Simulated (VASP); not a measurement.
Band structure of Ga3InN4 (ordered alloy cell). All values below come from PBE GGA, VASP's PBE PAW potentials (set 64) (plane waves; VASP).

Unless said otherwise, spin-orbit coupling is left out, though it shifts the bands of the heavy elements here.

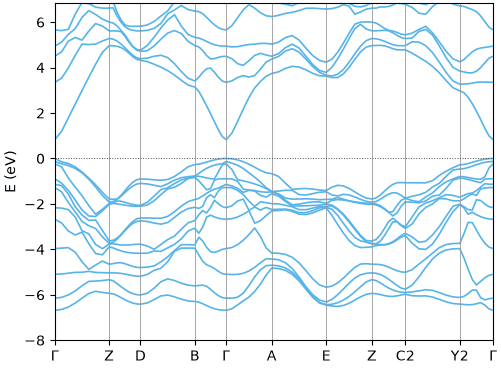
Bands along high-symmetry lines, zero at the valence-band maximum or, without a gap, the Fermi level

### Question
Read the plot: is there a gap, and where are the band edges?

### Answer
The gap is direct, 0.82 eV, from the valence maximum at Γ to the conduction minimum at Γ. (Edges off the drawn lines would not show.)

The structure was generated: Ga3InN4 was put into an ordered model structure (Pm), which need not be its known phase. It was relaxed first.
